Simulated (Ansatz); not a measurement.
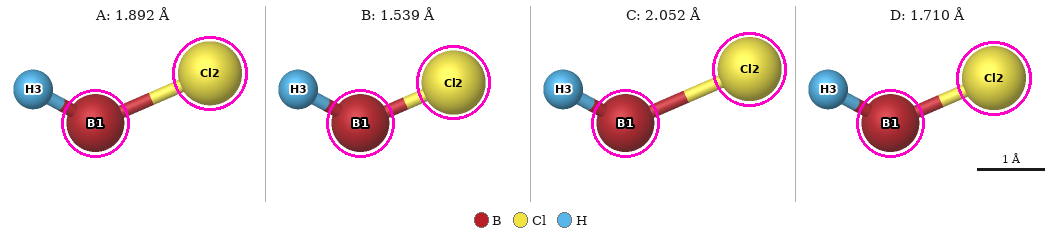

A scan of BHCl (multiplicity 2): the B1–Cl2 distance is varied, with the rest of the molecule carried along rigidly. A ball-and-stick model, seen at a tilt. The ringed atoms are those of the scanned coordinate.

Computed with Ansatz: PBE0-D4, basis def2-TZVPP, on geometries moved rigidly from the minimum at PBE0-D4/def2-TZVP. Energies are counted from the PBE0-D4/def2-TZVP minimum geometry at the same level.

Q: Rank the frames from lowest to highest energy.

A: Lowest first: D (the distance 1.710 Å, 0.0 kJ/mol), A (the distance 1.892 Å, 30.3 kJ/mol), B (the distance 1.539 Å, 48.1 kJ/mol), C (the distance 2.052 Å, 84.1 kJ/mol). Over the whole scan: of the computed points the lowest is at the distance 1.710 Å, 0.0 kJ/mol. The curvature at the lowest point is about 26 eV/Å² (4.1 mdyn/Å). The well is steeper on the short side, as for any bond.
